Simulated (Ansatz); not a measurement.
Run report: AlHBrF3, molecular dynamics (part 4 of 4)

Continued. System: AlHBrF3. Method: RKS B3LYP/def2-SVP (Ansatz 0.2.0). It belongs to a series of runs on one base structure; here: dynamics from the highest image of the converged band.

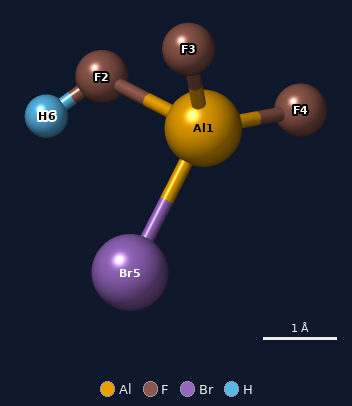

Figure 1. The geometry at step 168 of the log (ball-and-stick view, seen at a tilt; atoms are numbered from 1 in the order of the input).

### Trajectory as extended XYZ, continued
```
6
Properties=species:S:1:pos:R:3:forces:R:3 step=133 time_fs=66.5 energy=-84800.55812 temperature=148.1
Al    0.0129   -0.5587   -0.1031   -0.1083   0.1151   1.3586
F    -0.0443    0.2774    1.9041    0.1312  -0.1122  -0.1744
F     1.3623    0.1570   -0.6154    1.5096   0.5063  -0.5838
F    -1.3544    0.1607   -0.5668   -1.4669   0.3921  -0.5556
Br    0.0963   -2.5395    0.8714    0.0202  -1.0164   0.1843
H     0.1458   -0.4315    2.4974   -0.0858   0.1152  -0.2291
6
Properties=species:S:1:pos:R:3:forces:R:3 step=136 time_fs=68.0 energy=-84800.55642 temperature=145.0
Al    0.0129   -0.5565   -0.0995   -0.0897   0.0025   1.3770
F    -0.0451    0.2839    1.9022   -0.0337   0.4760  -0.6657
F     1.3625    0.1549   -0.6142    1.5434   0.5352  -0.5923
F    -1.3541    0.1585   -0.5652   -1.5178   0.4303  -0.5686
Br    0.0963   -2.5412    0.8700    0.0186  -0.9764   0.1730
H     0.1521   -0.3966    2.5030    0.0793  -0.4676   0.2766
6
Properties=species:S:1:pos:R:3:forces:R:3 step=139 time_fs=69.5 energy=-84800.56343 temperature=158.7
Al    0.0127   -0.5544   -0.0949   -0.0639  -0.0153   1.3523
F    -0.0459    0.2908    1.8996   -0.0751   0.5842  -0.7724
F     1.3643    0.1533   -0.6136    1.4970   0.5213  -0.5726
F    -1.3556    0.1569   -0.5643   -1.4963   0.4301  -0.5595
Br    0.0964   -2.5432    0.8685    0.0179  -0.9430   0.1690
H     0.1599   -0.3709    2.5137    0.1204  -0.5773   0.3832
6
Properties=species:S:1:pos:R:3:forces:R:3 step=142 time_fs=71.0 energy=-84800.58424 temperature=198.6
Al    0.0126   -0.5522   -0.0892   -0.0343   0.0608   1.2871
F    -0.0469    0.2983    1.8962    0.0745   0.1009  -0.3234
F     1.3679    0.1523   -0.6136    1.3746   0.4670  -0.5259
F    -1.3587    0.1557   -0.5640   -1.4033   0.3920  -0.5287
Br    0.0964   -2.5454    0.8671    0.0182  -0.9169   0.1724
H     0.1699   -0.3566    2.5318   -0.0296  -0.1037  -0.0816
6
Properties=species:S:1:pos:R:3:forces:R:3 step=145 time_fs=72.5 energy=-84800.60217 temperature=233.5
Al    0.0124   -0.5500   -0.0824   -0.0044   0.2042   1.1698
F    -0.0477    0.3060    1.8924    0.2328  -0.3577   0.1331
F     1.3730    0.1519   -0.6142    1.1858   0.3804  -0.4529
F    -1.3635    0.1550   -0.5643   -1.2446   0.3219  -0.4747
Br    0.0965   -2.5478    0.8657    0.0186  -0.8914   0.1780
H     0.1793   -0.3446    2.5481   -0.1881   0.3426  -0.5533
6
Properties=species:S:1:pos:R:3:forces:R:3 step=148 time_fs=74.0 energy=-84800.62705 temperature=281.6
Al    0.0122   -0.5476   -0.0747    0.0227   0.3823   0.9927
F    -0.0483    0.3133    1.8887    0.2365  -0.3539   0.1385
F     1.3795    0.1518   -0.6154    0.9456   0.2722  -0.3559
F    -1.3697    0.1546   -0.5651   -1.0315   0.2285  -0.3978
Br    0.0965   -2.5505    0.8644    0.0179  -0.8592   0.1802
H     0.1848   -0.3261    2.5533   -0.1911   0.3301  -0.5578
6
Properties=species:S:1:pos:R:3:forces:R:3 step=151 time_fs=75.5 energy=-84800.65552 temperature=336.3
Al    0.0120   -0.5449   -0.0663    0.0439   0.5737   0.7680
F    -0.0486    0.3202    1.8851    0.0719   0.0916  -0.3272
F     1.3871    0.1521   -0.6170    0.6727   0.1526  -0.2416
F    -1.3770    0.1545   -0.5664   -0.7800   0.1205  -0.3027
Br    0.0966   -2.5534    0.8632    0.0163  -0.8182   0.1786
H     0.1866   -0.3011    2.5472   -0.0249  -0.1202  -0.0750
6
Properties=species:S:1:pos:R:3:forces:R:3 step=154 time_fs=77.0 energy=-84800.67185 temperature=368.2
Al    0.0119   -0.5417   -0.0572    0.0575   0.7708   0.5253
F    -0.0489    0.3273    1.8812   -0.1035   0.5348  -0.8131
F     1.3954    0.1526   -0.6188    0.3872   0.0295  -0.1195
F    -1.3852    0.1545   -0.5681   -0.5084   0.0052  -0.1981
Br    0.0967   -2.5565    0.8620    0.0146  -0.7709   0.1763
H     0.1878   -0.2788    2.5397    0.1525  -0.5694   0.4292
6
Properties=species:S:1:pos:R:3:forces:R:3 step=157 time_fs=78.5 energy=-84800.68952 temperature=402.3
Al    0.0118   -0.5379   -0.0476    0.0628   0.9676   0.2936
F    -0.0492    0.3349    1.8763   -0.0657   0.4230  -0.7074
F     1.4042    0.1531   -0.6208    0.1070  -0.0902   0.0012
F    -1.3941    0.1546   -0.5699   -0.2344  -0.1104  -0.0923
Br    0.0968   -2.5599    0.8608    0.0137  -0.7198   0.1760
H     0.1920   -0.2678    2.5403    0.1166  -0.4702   0.3290
6
Properties=species:S:1:pos:R:3:forces:R:3 step=159 time_fs=79.5 energy=-84800.70012 temperature=422.6
Al    0.0117   -0.5350   -0.0411    0.0620   1.0896   0.1503
F    -0.0495    0.3402    1.8727    0.0692   0.0812  -0.3407
F     1.4101    0.1534   -0.6221   -0.0703  -0.1646   0.0782
F    -1.4001    0.1545   -0.5712   -0.0571  -0.1840  -0.0236
Br    0.0968   -2.5622    0.8601    0.0135  -0.6821   0.1761
H     0.1962   -0.2662    2.5448   -0.0173  -0.1402  -0.0403
6
Properties=species:S:1:pos:R:3:forces:R:3 step=162 time_fs=81.0 energy=-84800.70339 temperature=429.2
Al    0.0117   -0.5298   -0.0313    0.0558   1.2378  -0.0553
F    -0.0498    0.3482    1.8669    0.2534  -0.3740   0.1529
F     1.4189    0.1537   -0.6240   -0.3157  -0.2631   0.1875
F    -1.4092    0.1543   -0.5732    0.1933  -0.2838   0.0759
Br    0.0969   -2.5659    0.8590    0.0128  -0.6141   0.1734
H     0.2019   -0.2655    2.5498   -0.1996   0.2972  -0.5344
6
Properties=species:S:1:pos:R:3:forces:R:3 step=165 time_fs=82.5 energy=-84800.70580 temperature=433.9
Al    0.0117   -0.5237   -0.0215    0.0452   1.3227  -0.2590
F    -0.0499    0.3559    1.8612    0.2671  -0.4084   0.1860
F     1.4274    0.1536   -0.6257   -0.5317  -0.3412   0.2883
F    -1.4181    0.1537   -0.5751    0.4191  -0.3656   0.1704
Br    0.0970   -2.5697    0.8579    0.0107  -0.5268   0.1630
H     0.2035   -0.2590    2.5441   -0.2104   0.3192  -0.5487
6
Properties=species:S:1:pos:R:3:forces:R:3 step=168 time_fs=84.0 energy=-84800.70997 temperature=441.7
Al    0.0118   -0.5165   -0.0119    0.0316   1.3377  -0.4575
F    -0.0496    0.3631    1.8558    0.1034  -0.0112  -0.2496
F     1.4353    0.1532   -0.6271   -0.7137  -0.3969   0.3781
F    -1.4265    0.1528   -0.5768    0.6144  -0.4267   0.2570
Br    0.0971   -2.5737    0.8570    0.0071  -0.4197   0.1447
H     0.2009   -0.2464    2.5273   -0.0428  -0.0833  -0.0727
6
Properties=species:S:1:pos:R:3:forces:R:3 step=171 time_fs=85.5 energy=-84800.70412 temperature=430.7
Al    0.0119   -0.5082   -0.0027    0.0160   1.2955  -0.6308
F    -0.0493    0.3703    1.8500   -0.0741   0.4264  -0.7146
F     1.4423    0.1523   -0.6280   -0.8580  -0.4312   0.4521
F    -1.4342    0.1513   -0.5782    0.7743  -0.4675   0.3305
Br    0.0971   -2.5778    0.8560    0.0031  -0.2984   0.1230
H     0.1974   -0.2356    2.5091    0.1387  -0.5248   0.4399
6
Properties=species:S:1:pos:R:3:forces:R:3 step=174 time_fs=87.0 energy=-84800.70351 temperature=429.4
Al    0.0120   -0.4989    0.0060   -0.0012   1.2137  -0.7579
F    -0.0490    0.3780    1.8435   -0.0418   0.3562  -0.6190
F     1.4484    0.1510   -0.6285   -0.9618  -0.4463   0.5063
F    -1.4410    0.1493   -0.5793    0.8952  -0.4896   0.3862
Br    0.0972   -2.5820    0.8551   -0.0004  -0.1699   0.1028
H     0.1965   -0.2353    2.4994    0.1099  -0.4640   0.3816
6
Properties=species:S:1:pos:R:3:forces:R:3 step=177 time_fs=88.5 energy=-84800.70574 temperature=433.6
Al    0.0121   -0.4886    0.0141   -0.0189   1.0955  -0.8387
F    -0.0487    0.3860    1.8363    0.1618  -0.1511  -0.0629
F     1.4533    0.1491   -0.6283   -1.0252  -0.4433   0.5400
F    -1.4468    0.1468   -0.5799    0.9766  -0.4937   0.4233
Br    0.0973   -2.5862    0.8542   -0.0032  -0.0359   0.0854
H     0.1977   -0.2442    2.4971   -0.0910   0.0285  -0.1471
6
Properties=species:S:1:pos:R:3:forces:R:3 step=180 time_fs=90.0 energy=-84800.70112 temperature=424.9
Al    0.0122   -0.4774    0.0215   -0.0362   0.9293  -0.8934
F    -0.0483    0.3939    1.8290    0.3055  -0.5268   0.3452
F     1.4571    0.1467   -0.6275   -1.0505  -0.4212   0.5558
F    -1.4515    0.1436   -0.5800    1.0200  -0.4790   0.4444
Br    0.0974   -2.5904    0.8533   -0.0066   0.1060   0.0671
H     0.1971   -0.2528    2.4919   -0.2322   0.3917  -0.5190
6
Properties=species:S:1:pos:R:3:forces:R:3 step=183 time_fs=91.5 energy=-84800.70386 temperature=430.1
Al    0.0122   -0.4655    0.0282   -0.0522   0.7066  -0.9406
F    -0.0475    0.4012    1.8221    0.2741  -0.4511   0.2959
F     1.4597    0.1438   -0.6261   -1.0398  -0.3800   0.5558
F    -1.4550    0.1400   -0.5796    1.0269  -0.4451   0.4518
Br    0.0975   -2.5946    0.8525   -0.0114   0.2564   0.0443
H     0.1917   -0.2536    2.4764   -0.1977   0.3132  -0.4071
6
Properties=species:S:1:pos:R:3:forces:R:3 step=186 time_fs=93.0 energy=-84800.70792 temperature=437.8
Al    0.0122   -0.4530    0.0341   -0.0665   0.4373  -0.9785
F    -0.0465    0.4080    1.8154    0.1104   0.0076  -0.1120
F     1.4611    0.1406   -0.6241   -0.9935  -0.3216   0.5395
F    -1.4574    0.1358   -0.5787    0.9977  -0.3942   0.4449
Br    0.0976   -2.5988    0.8516   -0.0175   0.4106   0.0183
H     0.1823   -0.2484    2.4527   -0.0305  -0.1398   0.0878
6
Properties=species:S:1:pos:R:3:forces:R:3 step=188 time_fs=94.0 energy=-84800.70521 temperature=432.7
Al    0.0122   -0.4444    0.0377   -0.0749   0.2448  -0.9881
F    -0.0457    0.4125    1.8110    0.0096   0.3143  -0.3674
F     1.4614    0.1381   -0.6224   -0.9428  -0.2754   0.5183
F    -1.4583    0.1328   -0.5778    0.9578  -0.3528   0.4307
Br    0.0976   -2.6015    0.8511   -0.0217   0.5114   0.0024
H     0.1754   -0.2459    2.4372    0.0721  -0.4424   0.4041
6
Properties=species:S:1:pos:R:3:forces:R:3 step=191 time_fs=95.5 energy=-84800.70373 temperature=429.9
Al    0.0121   -0.4315    0.0423   -0.0861  -0.0432  -0.9621
F    -0.0445    0.4196    1.8040    0.0062   0.3534  -0.3392
F     1.4610    0.1343   -0.6193   -0.8371  -0.1987   0.4694
F    -1.4588    0.1279   -0.5760    0.8672  -0.2830   0.3931
Br    0.0977   -2.6054    0.8503   -0.0272   0.6539  -0.0141
H     0.1664   -0.2502    2.4214    0.0771  -0.4824   0.4530
6
Properties=species:S:1:pos:R:3:forces:R:3 step=194 time_fs=97.0 energy=-84800.70433 temperature=430.8
Al    0.0120   -0.4186    0.0462   -0.0948  -0.3217  -0.8858
F    -0.0433    0.4270    1.7966    0.1531  -0.1178   0.1477
F     1.4596    0.1302   -0.6158   -0.6980  -0.1157   0.4009
F    -1.4583    0.1227   -0.5739    0.7415  -0.2065   0.3363
Br    0.0978   -2.6091    0.8494   -0.0318   0.7839  -0.0206
H     0.1588   -0.2640    2.4145   -0.0700  -0.0223   0.0216
6
Properties=species:S:1:pos:R:3:forces:R:3 step=197 time_fs=98.5 energy=-84800.69308 temperature=409.2
Al    0.0118   -0.4059    0.0493   -0.0999  -0.6011  -0.7822
F    -0.0419    0.4343    1.7894    0.2712  -0.5679   0.5940
F     1.4575    0.1260   -0.6117   -0.5308  -0.0269   0.3174
F    -1.4570    0.1172   -0.5713    0.5851  -0.1235   0.2650
Br    0.0978   -2.6126    0.8486   -0.0365   0.9039  -0.0224
H     0.1498   -0.2784    2.4082   -0.1890   0.4155  -0.3718
6
Properties=species:S:1:pos:R:3:forces:R:3 step=200 time_fs=100.0 energy=-84800.68067 temperature=385.3
Al    0.0115   -0.3938    0.0518   -0.0998  -0.8946  -0.6793
F    -0.0402    0.4410    1.7828    0.2652  -0.6107   0.6779
F     1.4547    0.1217   -0.6073   -0.3419   0.0680   0.2247
F    -1.4550    0.1117   -0.5684    0.4037  -0.0338   0.1848
Br    0.0979   -2.6159    0.8477   -0.0428   1.0160  -0.0273
H     0.1369   -0.2845    2.3945   -0.1843   0.4552  -0.3808
```

This output came from the following input.

### The input
```yaml
crystal:
  periodic: [false, false, false]
  atoms:
    - { symbol: Al, position_ang: [0.012956, -0.23908, 0.022798] }
    - { symbol: F, position_ang: [0.016584, 0.050234, 1.771324] }
    - { symbol: F, position_ang: [1.438174, 0.16569, -0.707767] }
    - { symbol: F, position_ang: [-1.442819, 0.082996, -0.688353] }
    - { symbol: Br, position_ang: [0.085949, -2.566707, 0.919264] }
    - { symbol: H, position_ang: [0.054856, -1.250533, 1.871635] }
basis:
  gaussian: { orbitals: def2-SVP }
hamiltonian:
  xc: b3lyp
md:
  timestep: 0.5
  n_steps: 200
  ensemble: nve
  temperature: 100.0
  initial_velocities: maxwell_boltzmann
  seed: 6534
```

Launch command:
```bash
ansatz run input.yaml --threads 2 --pin off --max-ram 3072MiB --backend cpu --events-out ev --progress --plain --runs-dir out
```

### Summary

```json
{"quantity": "outcome", "value": "finished"}
{"quantity": "mean temperature over the second half", "value": "325 K"}
{"quantity": "trajectory", "value": "200 steps, 100 fs"}
{"quantity": "ensemble", "value": "nve"}
{"quantity": "temperature in the input", "value": "100.0 K"}
{"quantity": "time step", "value": "0.5 fs"}
{"quantity": "potential energy (last step)", "value": "−84800.6809 eV"}
{"quantity": "mean-field energy (last step)", "value": "−84800.6809 eV"}
{"quantity": "largest force (length of the vector) (last step)", "value": "1.128 eV/Å"}
{"quantity": "hardware", "value": "2 threads of Intel Xeon @ 2.50GHz (Skylake/Cascade Lake), 32 GiB of memory available, shared host"}
{"quantity": "wall time", "value": "14 min (CPU time 26 min)"}
{"quantity": "peak memory", "value": "0.24 GiB"}
```

### Remarks

So short a trajectory is not equilibrated.
